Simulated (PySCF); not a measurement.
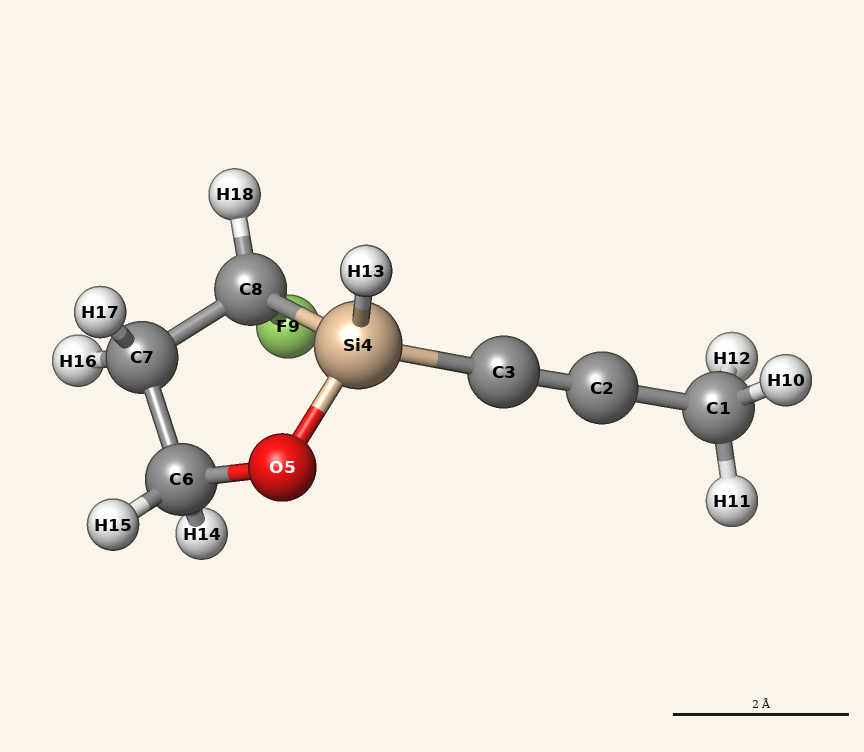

Atoms carry their numbers in the input. The computed structure is the end point of a PBE0-D3(BJ)/def2-SVP optimisation. No frequency run is at hand to confirm it as a minimum.

Which atoms are bonded, and how long are the bonds? Leave out bonds to hydrogen.

```json
{"bond": "C1–C2", "length (Å)": "1.449", "order": "single"}
{"bond": "C2–C3", "length (Å)": "1.219", "order": "triple"}
{"bond": "C3–Si4", "length (Å)": "1.815", "order": "single"}
{"bond": "Si4–O5", "length (Å)": "1.680", "order": "single"}
{"bond": "Si4–C8", "length (Å)": "1.915", "order": "single"}
{"bond": "O5–C6", "length (Å)": "1.416", "order": "single"}
{"bond": "C6–C7", "length (Å)": "1.530", "order": "single"}
{"bond": "C7–C8", "length (Å)": "1.521", "order": "single"}
{"bond": "C8–F9", "length (Å)": "1.390", "order": "single"}
```
